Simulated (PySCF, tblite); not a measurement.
# C36H96Si12: NMR shifts

Aim: compute the NMR shifts of C36H96Si12 (`C[Si]1(C)C[Si](C)(C)C[Si](C)(C)C[Si](C)(C)C[Si](C)(C)C[Si](C)(C)C[Si](C)(C)C[Si](C)(C)C[Si](C)(C)C[Si](C)(C)C[Si](C)(C)C[Si](C)(C)C1`).

Programs: tblite 0.8.0 and PySCF 2.14.0, with routines of our own; each step states its level. All values are computed. Atoms count from 0.

## 1. The starting structure

144 atoms, charge 0, multiplicity 1; geometry from: force field, distance geometry or constructed start.

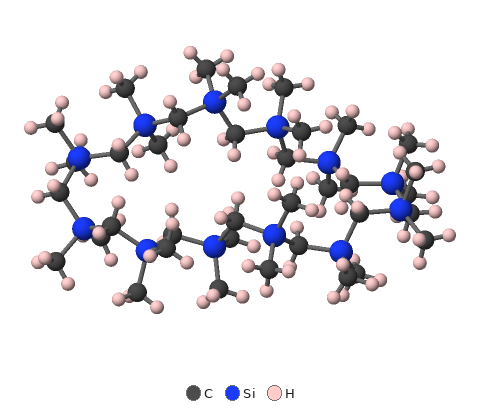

The starting geometry (carbon dark grey, silicon blue, hydrogen pink).

## 2. Optimising the geometry with GFN2-xTB

The job: settings as JSON, then the geometry in Å.

```
{"job": {"kind": "relax", "xc": "GFN2-xTB", "basis": "xTB"}, "charge": 0, "multiplicity": 1}
C     -1.324300    -6.462700    -0.430500
Si    -1.888300    -4.927700     0.498600
C     -1.069100    -4.986500     2.217500
C     -3.743300    -5.000700     0.854900
Si    -4.845300    -5.237500    -0.635400
C     -5.064300    -7.114000    -0.898700
C     -4.224200    -4.543800    -2.262000
C     -6.566000    -4.569700    -0.215600
Si    -6.737600    -2.687200    -0.411100
C     -8.368600    -2.262700     0.486100
C     -6.988400    -2.285900    -2.227900
C     -5.339900    -1.786200     0.408700
Si    -5.150300     0.056700     0.014700
C     -6.772600     0.972600     0.097700
C     -4.399700     0.237100    -1.698400
C     -3.989900     0.675500     1.380100
Si    -3.113500     2.317900     1.035500
C     -4.310500     3.614000     0.409900
C     -2.497400     2.883800     2.736000
C     -1.704700     2.011700    -0.157600
Si    -0.385500     3.375700    -0.263100
C     -1.153500     5.078000    -0.334800
C      0.764100     3.249300     1.220000
C      0.517700     2.979600    -1.884900
Si     2.108100     3.961500    -2.207800
C      2.498100     3.607500    -4.040900
C      1.853100     5.802000    -2.046800
C      3.500800     3.261800    -1.165600
Si     5.040700     4.311200    -1.052300
C      5.644200     4.867500    -2.758200
C      4.748800     5.862600    -0.032600
C      6.496500     3.333600    -0.345900
Si     6.276900     2.626100     1.364500
C      7.945500     1.853100     1.870800
C      5.987200     4.014500     2.625900
C      4.907600     1.386200     1.595900
Si     5.106300    -0.246700     0.701400
C      5.989800    -0.131500    -0.965300
C      6.105400    -1.444000     1.758600
C      3.380700    -0.905700     0.279700
Si     2.425500    -1.631200     1.705500
C      3.145700    -3.280700     2.273400
C      2.394800    -0.476300     3.198600
C      0.607700    -1.878000     1.235000
Si     0.316400    -2.802900    -0.362600
C      1.487200    -4.217700    -0.710400
C      0.493600    -1.566900    -1.808100
C     -1.489100    -3.357300    -0.426500
H     -1.758100    -7.359800     0.022000
H     -0.239700    -6.565300    -0.397800
H     -1.636800    -6.429000    -1.474300
H      0.022200    -5.003000     2.141100
H     -1.375300    -4.116300     2.809700
H     -1.395200    -5.887500     2.746100
H     -4.016500    -4.097400     1.405100
H     -3.924900    -5.832700     1.553600
H     -4.100900    -7.581000    -1.166900
H     -5.776000    -7.292200    -1.700900
H     -5.432400    -7.579100     0.025400
H     -3.327700    -5.067700    -2.599400
H     -4.985700    -4.668000    -3.037700
H     -3.983700    -3.481300    -2.187300
H     -6.806900    -4.846600     0.816800
H     -7.310200    -5.050300    -0.863800
H     -9.163800    -2.905500     0.122600
H     -8.258200    -2.416200     1.562500
H     -8.653100    -1.221000     0.306400
H     -6.056500    -2.386500    -2.787900
H     -7.729300    -2.966600    -2.671100
H     -7.358400    -1.266900    -2.350500
H     -5.430000    -1.899100     1.498300
H     -4.387600    -2.238200     0.125900
H     -7.467400     0.623300    -0.664500
H     -6.638100     2.050100    -0.056500
H     -7.240400     0.835100     1.074800
H     -5.028700    -0.221200    -2.461500
H     -4.274700     1.283000    -1.969400
H     -3.419700    -0.256300    -1.740300
H     -3.221200    -0.090200     1.551900
H     -4.572900     0.761700     2.299500
H     -5.212700     3.634500     1.030300
H     -3.875800     4.614600     0.455800
H     -4.600900     3.424500    -0.619400
H     -2.071300     3.884900     2.683000
H     -3.338400     2.914000     3.443400
H     -1.746300     2.194700     3.119100
H     -1.201300     1.073300     0.103500
H     -2.118000     1.882500    -1.168600
H     -1.679300     5.312000     0.595500
H     -0.399500     5.856900    -0.464900
H     -1.858900     5.155600    -1.162300
H      1.279800     2.278000     1.215800
H      1.504800     4.045900     1.198800
H      0.219800     3.334200     2.153600
H     -0.174800     3.165500    -2.709700
H      0.768400     1.916200    -1.896900
H      1.631300     3.849300    -4.662500
H      3.346800     4.213900    -4.387400
H      2.747800     2.549800    -4.176500
H      0.922700     6.102300    -2.529600
H      1.819100     6.103600    -1.000500
H      2.659900     6.354000    -2.523000
H      3.123100     3.107100    -0.156000
H      3.758100     2.277100    -1.560400
H      6.628400     5.341300    -2.664100
H      4.958600     5.593600    -3.206100
H      5.734800     4.004100    -3.430600
H      5.688100     6.256800     0.351000
H      4.286500     6.649300    -0.640100
H      4.086200     5.657100     0.817200
H      6.753300     2.543900    -1.058500
H      7.362500     4.011000    -0.329500
H      8.705700     2.625600     1.913300
H      8.256400     1.105500     1.140600
H      7.859300     1.379700     2.848200
H      4.959200     4.381100     2.569500
H      6.677300     4.839300     2.456700
H      6.153400     3.633400     3.644800
H      3.947600     1.831000     1.328800
H      4.836800     1.171200     2.669500
H      5.477600     0.569200    -1.634700
H      7.031100     0.174800    -0.841300
H      5.990500    -1.124400    -1.444600
H      5.737100    -1.461700     2.786600
H      7.158500    -1.141800     1.793600
H      6.058100    -2.446400     1.345500
H      3.507400    -1.668500    -0.494700
H      2.817500    -0.090600    -0.170500
H      3.492600    -3.869300     1.421400
H      2.382700    -3.857100     2.806000
H      3.979100    -3.116700     2.946400
H      1.671300    -0.849000     3.941500
H      2.085400     0.534900     2.906600
H      3.375800    -0.434600     3.685100
H      0.131000    -0.889100     1.163000
H      0.120000    -2.402400     2.065400
H      2.502100    -3.855100    -0.913500
H      1.551000    -4.907700     0.135900
H      1.155700    -4.786200    -1.590300
H      1.531400    -1.246200    -1.936400
H      0.163100    -2.032500    -2.740500
H     -0.134200    -0.681300    -1.622400
H     -2.100700    -2.535100    -0.046200
H     -1.748000    -3.487800    -1.479600
```

Command:

```console
> OMP_NUM_THREADS=8 python large_run.py task.json out
```

One launch serves the whole session: the jobs run in the order shown.

Log:

```text
step      E/eV     max force
  0   -3988.40087    1.144
  1   -3988.69707    0.435
  2   -3988.76378    0.195
  3   -3988.81063    0.205
  4   -3988.88063    0.334
  5   -3988.94877    0.369
  6   -3989.00260    0.202
  7   -3989.03058    0.167
  8   -3989.04774    0.193
  9   -3989.06360    0.221
 10   -3989.08258    0.213
 11   -3989.10256    0.162
 12   -3989.12376    0.155
 13   -3989.14852    0.219
 14   -3989.17656    0.210
 15   -3989.19898    0.134
 16   -3989.21005    0.083
 17   -3989.21478    0.078
 18   -3989.21780    0.071
 19   -3989.22015    0.054
 20   -3989.22197    0.043
 21   -3989.22393    0.067
 22   -3989.22698    0.105
 23   -3989.23178    0.123
 24   -3989.23775    0.108
 25   -3989.24307    0.087
 26   -3989.24697    0.068
 27   -3989.25041    0.075
 28   -3989.25422    0.080
 29   -3989.25851    0.101
 30   -3989.26291    0.082
 31   -3989.26718    0.076
 32   -3989.27095    0.084
 33   -3989.27373    0.069
 34   -3989.27544    0.048
 35   -3989.27661    0.038
 36   -3989.27776    0.045
 37   -3989.27917    0.051
 38   -3989.28100    0.063
 39   -3989.28337    0.063
 40   -3989.28608    0.061
 41   -3989.28836    0.052
 42   -3989.28970    0.036
 43   -3989.29048    0.031
 44   -3989.29122    0.033
 45   -3989.29215    0.037
 46   -3989.29322    0.038
 47   -3989.29432    0.047
 48   -3989.29543    0.041
 49   -3989.29656    0.046
 50   -3989.29760    0.038
 51   -3989.29837    0.027
 52   -3989.29902    0.030
 53   -3989.29982    0.037
 54   -3989.30103    0.056
 55   -3989.30253    0.057
 56   -3989.30381    0.043
 57   -3989.30460    0.031
 58   -3989.30511    0.025
 59   -3989.30564    0.034
 60   -3989.30630    0.037
 61   -3989.30717    0.041
 62   -3989.30836    0.049
 63   -3989.31000    0.057
 64   -3989.31200    0.061
 65   -3989.31387    0.051
 66   -3989.31520    0.041
 67   -3989.31605    0.032
 68   -3989.31668    0.031
 69   -3989.31718    0.028
 70   -3989.31763    0.026
 71   -3989.31821    0.034
 72   -3989.31905    0.048
 73   -3989.32013    0.053
 74   -3989.32118    0.042
 75   -3989.32199    0.034
 76   -3989.32271    0.033
 77   -3989.32358    0.047
 78   -3989.32475    0.055
 79   -3989.32609    0.058
 80   -3989.32745    0.057
 81   -3989.32875    0.040
 82   -3989.32991    0.051
 83   -3989.33075    0.036
 84   -3989.33130    0.025
 85   -3989.33174    0.024
 86   -3989.33229    0.035
 87   -3989.33306    0.046
 88   -3989.33413    0.043
 89   -3989.33550    0.051
 90   -3989.33706    0.056
 91   -3989.33846    0.059
 92   -3989.33940    0.037
 93   -3989.33996    0.023
 94   -3989.34041    0.031
 95   -3989.34100    0.050
 96   -3989.34181    0.059
 97   -3989.34277    0.046
 98   -3989.34370    0.038
 99   -3989.34453    0.028
100   -3989.34534    0.046
101   -3989.34611    0.046
102   -3989.34685    0.035
103   -3989.34759    0.036
104   -3989.34851    0.040
105   -3989.34969    0.057
106   -3989.35098    0.051
107   -3989.35194    0.035
108   -3989.35250    0.024
109   -3989.35289    0.027
110   -3989.35325    0.029
111   -3989.35362    0.024
112   -3989.35405    0.029
113   -3989.35460    0.032
114   -3989.35525    0.034
115   -3989.35584    0.030
116   -3989.35629    0.023
117   -3989.35660    0.024
118   -3989.35683    0.020
119   -3989.35701    0.014
```

Wall time 23 s (8 threads of Arm Neoverse V2, shared host); peak memory 0.19 GiB.

Relaxation path:

```
step  energy from step 0 (eV)  largest force (eV/Å)
   0                   0.0000                1.1443
   1                  -0.2962                0.4346
   2                  -0.3629                0.1942
   3                  -0.4098                0.2046
   4                  -0.4798                0.3333
   5                  -0.5479                0.3687
   6                  -0.6017                0.2018
   7                  -0.6297                0.1665
   8                  -0.6469                0.1932
  17                  -0.8139                0.0776
  27                  -0.8495                0.0746
  37                  -0.8783                0.0507
  46                  -0.8924                0.0374
  56                  -0.9029                0.0430
  66                  -0.9143                0.0407
  76                  -0.9218                0.0324
  85                  -0.9309                0.0242
  95                  -0.9401                0.0500
 105                  -0.9488                0.0570
 115                  -0.9550                0.0295
 116                  -0.9554                0.0227
 117                  -0.9557                0.0239
 118                  -0.9560                0.0202
 119                  -0.9561                0.0137
```

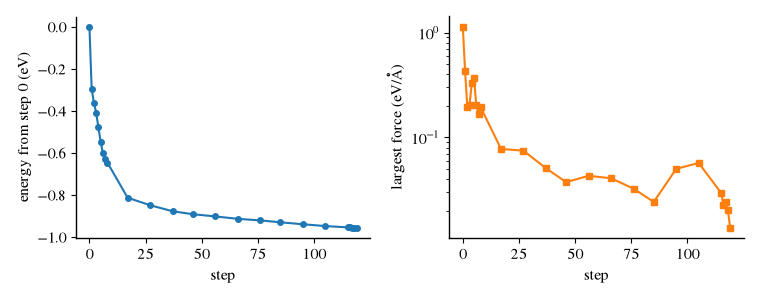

Energy and largest force along the relaxation.

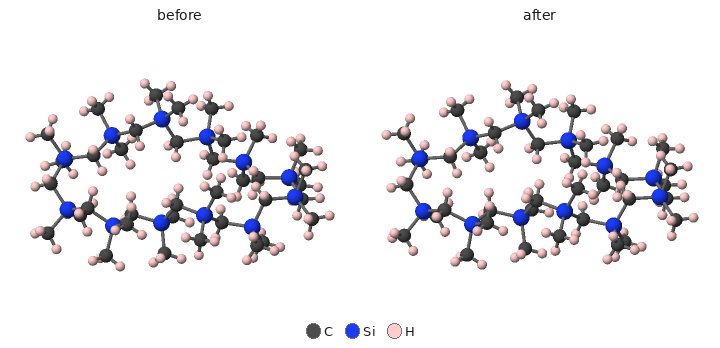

The geometry before (left) and after (right).

Close pairs (by a distance rule), those that changed most:

```
    bond  before (Å)  after (Å)  change (Å)
 Si8–C11       1.854      1.909      +0.055
Si32–C35       1.862      1.908      +0.047
  C3–Si4       1.869      1.915      +0.047
C31–Si32       1.864      1.911      +0.047
C39–Si40       1.863      1.910      +0.047
 Si1–C47       1.866      1.912      +0.046
C43–Si44       1.869      1.912      +0.043
Si12–C13       1.865      1.907      +0.042
```

The end geometry stands in the next job.

[end of part 1 of 2]
